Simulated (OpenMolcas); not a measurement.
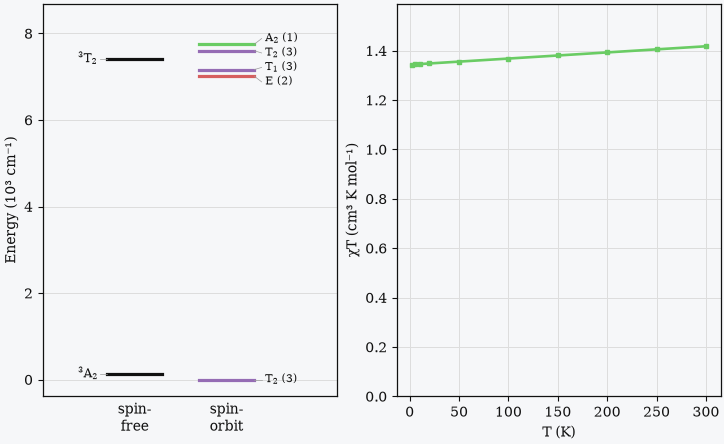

Levels of a 3d ion of charge +2 as a dopant in LiF, a cluster with its 6 nearest F⁻ at 2.049 Å (octahedron) embedded in model potentials and point charges; the geometry was set, not optimised. Labels give the representation in O, Td, D4 or D3 as the site allows (double group for half-integer spin) where it could be assigned and, in brackets, the degeneracy; spin-free states, where drawn, share the zero of the spin-orbit levels. The calculation used state-averaged CASSCF, the open shell active, basis ANO-RCC-VDZP on all atoms, DKH2 scalar Hamiltonian, spin-orbit coupling by RASSI with atomic mean-field integrals (OpenMolcas). Powder susceptibility by Van Vleck's formula.

Which ion is the dopant?

Ni²⁺ (3d⁸). The ground level is T₂, 3-fold degenerate, 100 % from states of spin multiplicity 3. The next level lies at 7,010 cm⁻¹ (E). The lowest spin-free state is ³A₂, from the free-ion F term; of the same spin there follows at 7,280 cm⁻¹ (³T₂) above it. A ligand-field fit to the spin-free states gives |10Dq| = 7,180 cm⁻¹, B = 1,260 and C = 4,610 cm⁻¹ (rms misfit 60 cm⁻¹). χT is 1.34 cm³ K mol⁻¹ at 2 K and 1.42 at 300 K, an effective moment of 3.37 μB. The active orbitals hold 94 to 98 % metal character (Löwdin), and the Mulliken charge of the metal is +1.29.

Limits of the model: the geometry is set by hand, with no relaxation and no charge compensation.
